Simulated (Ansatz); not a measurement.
# CH$_{3}$AlFO (SMILES [CH2][O][AlH][F]) (doublet): what the fields show

```xyz
7

C    -4.4428   -0.8510    0.2902
Al   -1.6551   -0.2309    0.9166
F    -0.7931   -1.4882    0.2175
O    -3.3681   -0.2061    0.7818
H    -5.4289   -0.4031    0.4805
H    -4.3134   -1.7870   -0.2762
H    -0.9489    0.9301    1.6949
```

Geometry: BLYP-D3(BJ)/def2-SVP.

These are results of isolated molecule in a Gaussian basis; Kohn-Sham density functional theory, functional PBE0 (Ansatz), not measurements.

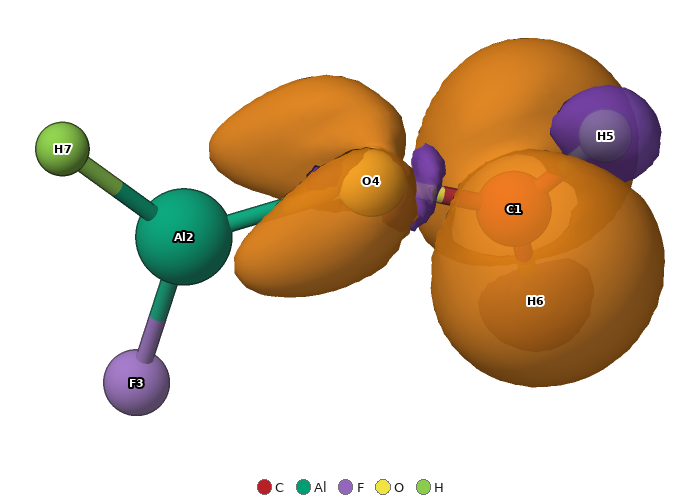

Figure 1. Isosurfaces of the spin density at +0.015 (orange) and −0.015 e/Å³ (purple), seen at an oblique angle.

> Where is the unpaired spin?

The unpaired spin (1 electron) lies mostly on C1 (about 0.7) and O4 (about 0.1), in electrons by Hirshfeld's partition.

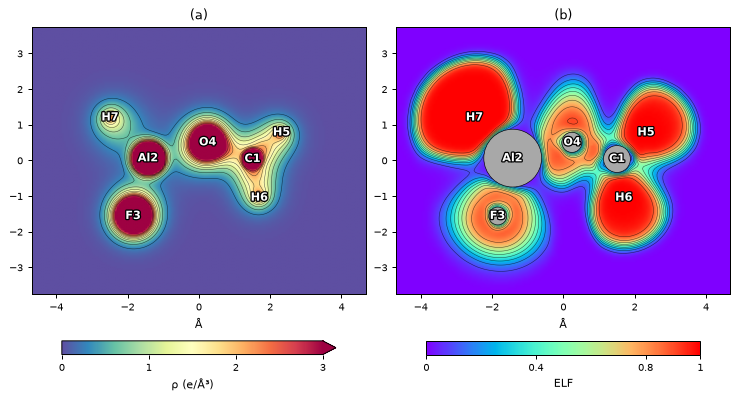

Figure 2. (a) electron density; (b) electron localisation function on the molecular plane. Grey discs cover the atomic cores in the ELF map.

> Interpret the plot.

- The plane passes through C, Al, F, O and H nuclei.
- C–O (1.35 Å): ρ is about 2.3 e/Å³ halfway, with its minimum of 1.9 e/Å³ about 0.5 Å from C; the ELF peaks at about 0.85 between the atoms (a shared but strongly polarised pair).
- Al–F (1.68 Å): ρ at the midpoint is about 0.87 e/Å³; the ELF peaks at about 0.85 in the valence shell of F, 0.5 Å from its nucleus, and is about 0.40 at the midpoint.
- Al–O (1.72 Å): ρ is about 0.83 e/Å³ halfway; the ELF peaks at about 0.85 in the valence shell of O, 0.6 Å from its nucleus, and is about 0.45 at the midpoint.
- C–H (1.10 Å): the density is about 2 e/Å³ at the midpoint; the ELF climbs to about 1 towards the hydrogen, as it does in any bond to H; a covalent bond by its length.
- Al–H (1.57 Å): ρ is about 0.59 e/Å³ halfway; the ELF climbs to about 1 towards the hydrogen.
- The ELF also peaks beside F3 and O4, away from the bonds: non-bonding electrons, paired or unpaired.

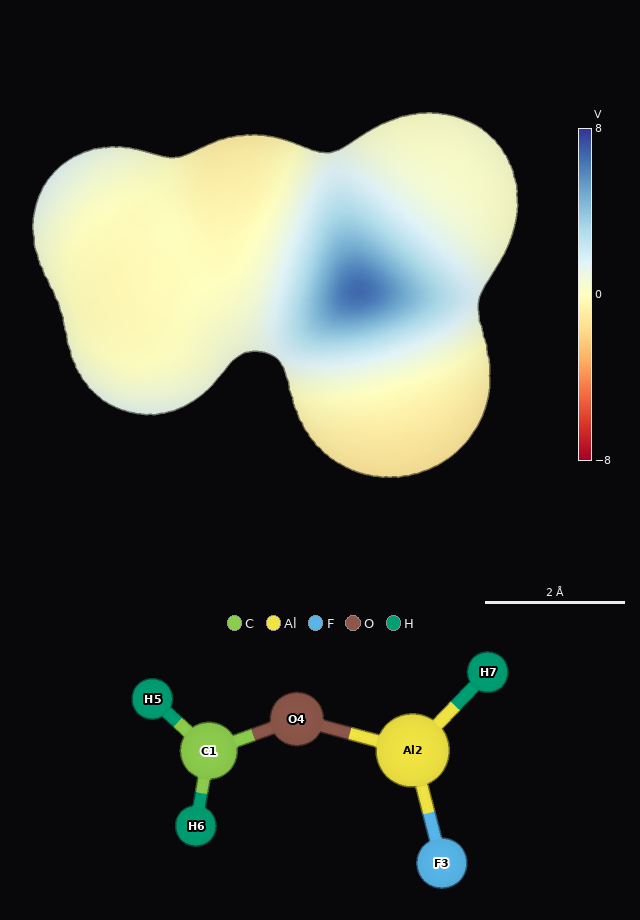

Figure 3. The electrostatic potential painted on the density surface at 0.004 e/bohr³, seen across its widest extent; red is negative and blue positive. The bare structure is drawn below in the same view.

> Describe the electrostatic potential map.

The most negative region (about −1.3 V) lies over F3, the most positive (about +6.4 V) over Al2.
